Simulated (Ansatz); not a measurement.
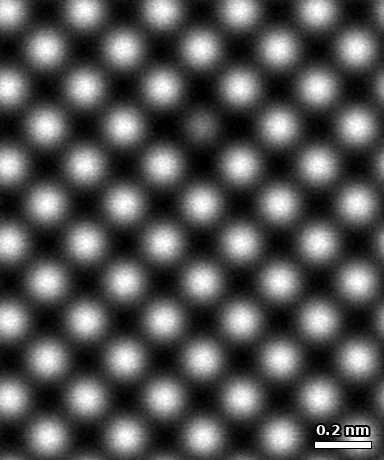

HAADF-like image of Ge (Fd-3m, No. 227) along [001]. Simulation: incoherent imaging, intensity Z^1.7 per atom, probe width 1.13 Å, thin sample. The probe carries 25 % of its weight in a tail 2.5 times as wide. Shot noise and a slight drift were added.

The sample is 2 repeats (11.3 Å) thick. One point defect was put into the perfect crystal, without relaxing the atoms around it. Brightness is counted from the darkest point of the image. Host structure: the input geometry of an electronic-structure calculation (not necessarily at equilibrium).

**Where is the defect (in Å from the left and the top edge), and what does its contrast suggest?**

At about 7 Å from the left and 5 Å from the top. The column is dimmer, which points to a vacancy or a lighter atom. The column holds 2 atoms (Ge) through the sample, and one Ge atom is missing, so its peak drops to about 45 % of that of its equals.
